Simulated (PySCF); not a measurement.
The calculation's input:

```
{"job": {"kind": "nmr", "xc": "PBE0", "basis": "pcSseg-2"}, "charge": 0, "multiplicity": 1}
Si     0.332736    -0.545591     0.325370
C      2.104483    -0.062513     0.017745
O     -0.628992     0.640712    -0.342979
C     -2.025642     0.637168    -0.309958
H      0.018681    -1.871660    -0.301888
H      0.050785    -0.661642     1.794287
H      2.785899    -0.818784     0.438352
H      2.332052     0.906707     0.486233
H      2.303503     0.019728    -1.061319
H     -2.396743     1.547572    -0.805550
H     -2.453699    -0.234770    -0.839958
H     -2.419845     0.630779     0.724060
```

Launched as:

```sh
OMP_NUM_THREADS=1 python cluster_run.py task.json out
```

Geometry: PBE0-D3(BJ)/def2-SVP.

Level of theory: PBE0/pcSseg-2, SCF density, gas phase, non-relativistic (PySCF).

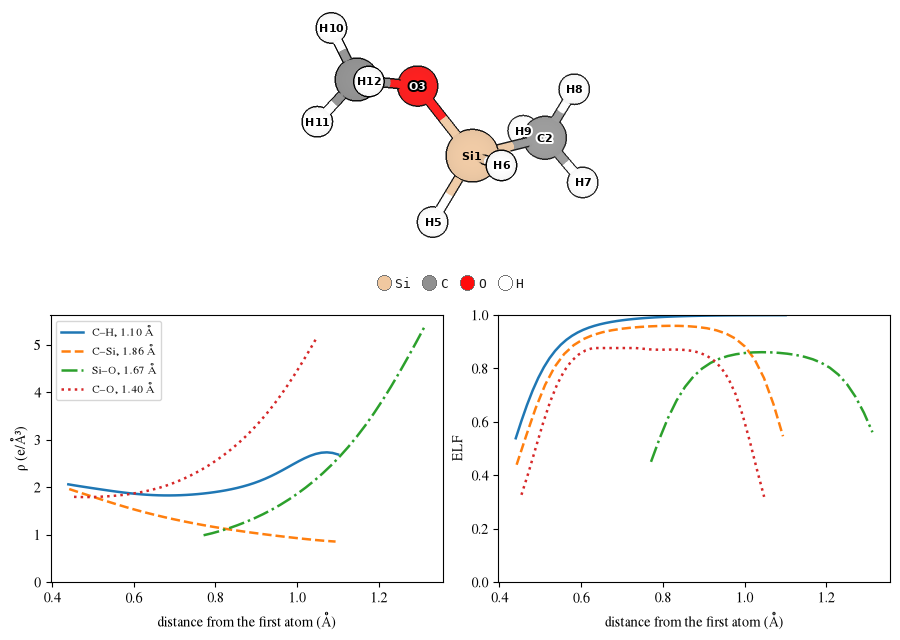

C₂H₈OSi (SMILES CO[SiH2]C). Total electron density and ELF along straight lines between neighbouring atoms. The curves leave out the atomic cores. The structure is drawn too.

Q: What kind of bonding do the profiles show?

A: C–H (1.10 Å): the density is about 1.9 e/Å³ at the midpoint; the ELF climbs to about 1 towards the hydrogen, as it does in any bond to H: a covalent bond by its length.
C–Si (1.86 Å): the density is about 1 e/Å³ at the midpoint; the ELF peaks at about 0.95 between the atoms: a covalent bond.
Si–O (1.67 Å): ρ at the midpoint is about 1.1 e/Å³; the ELF peaks at about 0.85 between the atoms; a polar covalent bond.
C–O (1.40 Å): ρ is about 2.1 e/Å³ halfway, with its minimum of 1.8 e/Å³ about 0.5 Å from C; the ELF peaks at about 0.90 between the atoms (a polar covalent bond).
